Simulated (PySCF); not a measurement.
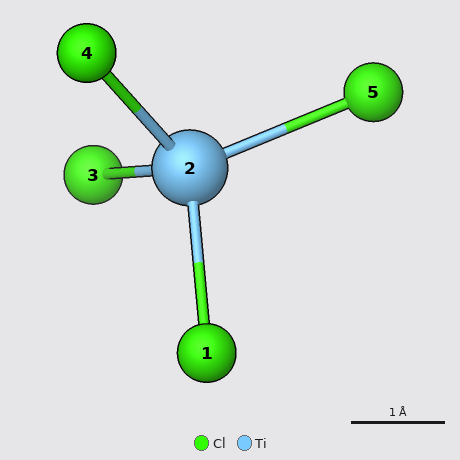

Charge 0, singlet. The geometry was computed by an optimisation with PBE0-D3(BJ)/def2-SVP. No frequency run is at hand to confirm it as a minimum.

Which atoms are bonded, and how long are the bonds?

```
   bond  length (Å)
Cl1–Ti2       2.151
Ti2–Cl3       2.154
Ti2–Cl4       2.153
Ti2–Cl5       2.152
```
